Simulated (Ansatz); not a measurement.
**A van 't Hoff estimate for GaH2Br + CuNH2 ⇌ GaH2(NH2) + CuBr**

Species: GaH2Br `[GaH2][Br]`, singlet; CuNH2 `[NH2][Cu]`, singlet; GaH2(NH2), singlet; CuBr (copper(i) bromide), singlet. The partners trade Br for NH2: Ga–Br and Cu–NH2 bonds give way to Ga–NH2 and Cu–Br.

The electronic reaction energy at wB97M-V/def2-TZVPP is -89.2 kJ/mol. Shapes: PBE0-D4/def2-TZVP. Programs: Ansatz 0.2.0. Enthalpy and entropy come from rigid-rotor, harmonic-oscillator sums on unscaled PBE0-D4/def2-TZVP wavenumbers, ideal gases at 1 bar. Symmetry numbers: GaH2Br 2, CuNH2 1, GaH2(NH2) 2, CuBr 1. R = 8.3145 J/(mol K).

| T (K) | ΔH (kJ/mol) | ΔS (J/(mol K)) |
| --- | --- | --- |
| 800 | -83.9 | -10.3 |
| 1100 | -82.8 | -9.1 |
| 1400 | ? | ? |

Work out ln K at 800 and 1100 K, and from these estimate it at 1400 K.


1. 800 K: ΔG = -83.9 − 800 × (-10.3)/1000 = -75.7 kJ/mol; ln K = −ΔG/RT = +11.38.
2. 1100 K: ΔG = -82.8 − 1100 × (-9.1)/1000 = -72.8 kJ/mol; ln K = −ΔG/RT = +7.96.
3. Slope against 1000/T: (+7.96 − (+11.38))/(0.9091 − 1.2500) = +10.03, that is −ΔH/R with ΔH near -83 kJ/mol.
4. 1400 K: ln K = +11.38 + (+10.03) × (0.7143 − 1.2500) = +6.01.

The full sums give ΔH = -81.7 kJ/mol, ΔS = -8.2 J/(mol K), ΔG = -70.2 kJ/mol and ln K = +6.03 at 1400 K, so the line is off by -0.02 in ln K; without rounding the miss is -0.03, from the change of ΔH with temperature. The products are favoured over this whole range. An error of 10 kJ/mol in the energy moves ln K by 0.9 at 1400 K. Relativity is left out for Br, Cu, Ga.

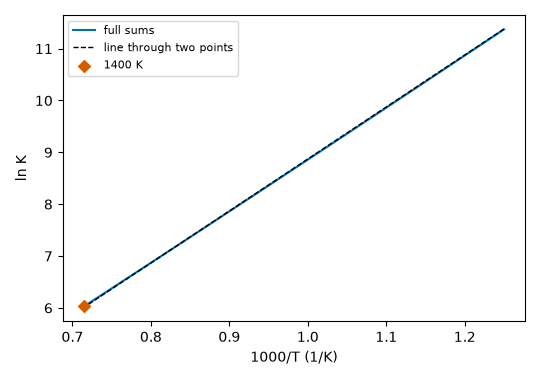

The van 't Hoff plot.
